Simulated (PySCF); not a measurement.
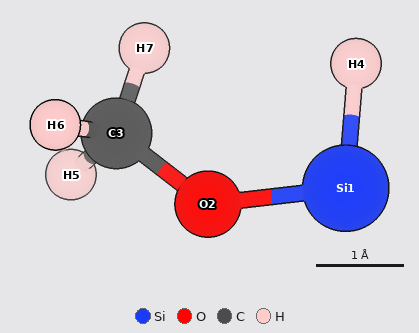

*The structure as given in the input (ball-and-stick view, seen at a tilt; atoms are numbered from 1 in the order of the input).*

Bond lengths as drawn: C–H 1.08 to 1.11 Å, C–O 1.39 Å, H–Si 1.52 Å and O–Si 1.61 Å.

# Geometry relaxation, with input and output: CH₄OSi

CH₄OSi, computed with PBE0-D3(BJ)/def2-SVP geometry optimisation, gas phase (PySCF 2.14.0).

## The input
```
{"job": {"xc": "PBE0", "basis": "def2-SVP", "d3": "d3bj", "grid": 2, "kind": "geom", "shake": 0.01}, "charge": 0, "multiplicity": 1}
Si    -1.317548    -0.977773     1.141972
O     -0.124301    -0.903215     0.067785
C      0.585459     0.131953    -0.535510
H     -1.532280     0.510240     1.392150
H      1.659782     0.015684    -0.282501
H      0.487961     0.073179    -1.614344
H      0.271545     1.115929    -0.192399
```

The first line tells a small driver script what to run in PySCF; the rest is the geometry in Å.

Machine: 1 CPU thread, shared host.

Command:
```bash
OMP_NUM_THREADS=1 python <driver script> task.json out
```

## Output
```
step   0  E = -404.76364983  max force = 0.026354
step   1  E = -404.76641567  max force = 0.005853
step   2  E = -404.76654046  max force = 0.001566
step   3  E = -404.76655598  max force = 0.000486
step   4  E = -404.76655715  max force = 0.000243
optimisation converged
```

## Trajectory as extended XYZ (Å, eV, eV/Å), 5 frames, from step=0 to step=4
```
7
Properties=species:S:1:pos:R:3:forces:R:3 step=0 energy=-11014.17992
Si   -1.3175   -0.9778    1.1420   -1.3552  -0.7791   1.1946
O    -0.1243   -0.9032    0.0678    1.0277   0.0102  -1.0697
C     0.5855    0.1320   -0.5355    0.8942  -0.2945   0.4133
H    -1.5323    0.5102    1.3921    0.0410   0.5740  -0.0162
H     1.6598    0.0157   -0.2825   -0.2010   0.0515  -0.1487
H     0.4880    0.0732   -1.6143   -0.0851  -0.0318  -0.5637
H     0.2716    1.1159   -0.1924   -0.3217   0.4698   0.1903
7
Properties=species:S:1:pos:R:3:forces:R:3 step=1 energy=-11014.25518
Si   -1.3244   -1.0663    1.1609    0.1371   0.3010  -0.1133
O    -0.0869   -0.9774    0.0511   -0.0994  -0.1931   0.1194
C     0.5923    0.1053   -0.5139   -0.1709   0.1340  -0.1088
H    -1.4678    0.4892    1.3516   -0.0433  -0.1872   0.0317
H     1.6634    0.0358   -0.2834    0.1366  -0.0192   0.0330
H     0.4780    0.0789   -1.6113    0.0236   0.0162   0.0466
H     0.2054    1.0721   -0.1376    0.0163  -0.0515  -0.0085
7
Properties=species:S:1:pos:R:3:forces:R:3 step=2 energy=-11014.25858
Si   -1.3196   -1.0546    1.1594    0.0169   0.0134  -0.0165
O    -0.0848   -0.9794    0.0497   -0.0640  -0.0501   0.0533
C     0.5936    0.1043   -0.5187    0.0172   0.0805  -0.0088
H    -1.4878    0.4843    1.3685    0.0278  -0.0288  -0.0265
H     1.6686    0.0334   -0.2855   -0.0078   0.0015  -0.0046
H     0.4826    0.0806   -1.6151   -0.0004  -0.0090   0.0077
H     0.2072    1.0690   -0.1409    0.0103  -0.0075  -0.0048
7
Properties=species:S:1:pos:R:3:forces:R:3 step=3 energy=-11014.25900
Si   -1.3197   -1.0546    1.1597   -0.0009  -0.0006  -0.0011
O    -0.0857   -0.9818    0.0510    0.0012  -0.0191  -0.0002
C     0.5913    0.1051   -0.5166    0.0250   0.0218  -0.0009
H    -1.4774    0.4836    1.3581   -0.0019   0.0076   0.0019
H     1.6667    0.0350   -0.2845   -0.0160  -0.0008  -0.0031
H     0.4798    0.0814   -1.6126   -0.0030  -0.0058  -0.0017
H     0.2049    1.0689   -0.1378   -0.0043  -0.0031   0.0050
7
Properties=species:S:1:pos:R:3:forces:R:3 step=4 energy=-11014.25903
Si   -1.3191   -1.0545    1.1592   -0.0036  -0.0004   0.0019
O    -0.0847   -0.9828    0.0509    0.0039  -0.0125   0.0010
C     0.5913    0.1053   -0.5163    0.0032   0.0117  -0.0044
H    -1.4764    0.4842    1.3567   -0.0013   0.0031   0.0010
H     1.6664    0.0360   -0.2848   -0.0006  -0.0010   0.0000
H     0.4788    0.0815   -1.6122   -0.0006  -0.0003  -0.0002
H     0.2035    1.0679   -0.1361   -0.0010  -0.0007   0.0006
```

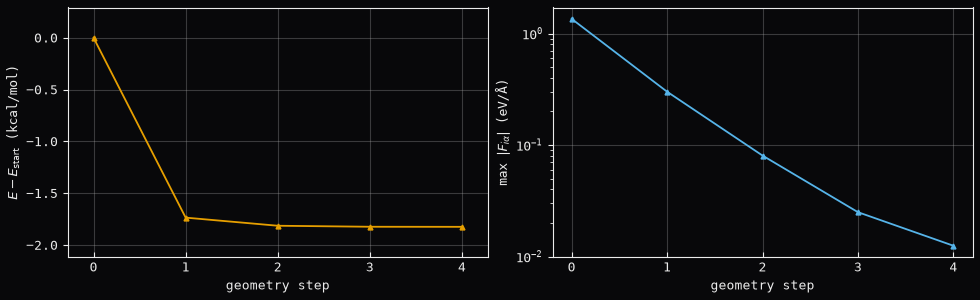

*Progress of the relaxation, step by step (steps are counted from 0).*

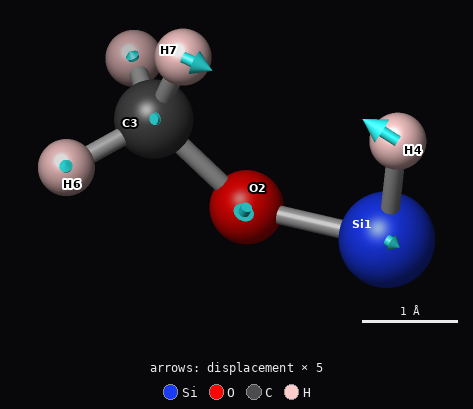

*The starting structure with the displacements as teal arrows, magnified 5 times (ball-and-stick view, seen at a tilt). The two geometries are laid on each other by the best rigid fit.*

Over 4 geometry steps the energy falls by 1.82 kcal/mol. The largest force component goes from 1.4 to 0.013 eV/Å. The atom that moves furthest after the best rigid fit is H4 (0.089 Å). Largest moves by element: H 0.089 Å, O 0.050 Å, Si 0.033 Å, C 0.017 Å. Distances before and after: Si1–O2 1.607 → 1.660 Å, Si1–H4 1.524 → 1.559 Å, C3–H6 1.085 → 1.102 Å, C3–H7 1.088 → 1.105 Å. Among the angles that change: Si1–O2–C3 134.6° → 131.5°, O2–Si1–H4 99.7° → 96.7°. (Atoms are counted from 1 in the order of the input.)

## Summary

- outcome: converged
- total energy: −404.766557 hartree
- dipole moment: 1.70 D
- point group: Cs
- wall time: 12 s
- peak memory: 0.36 GiB
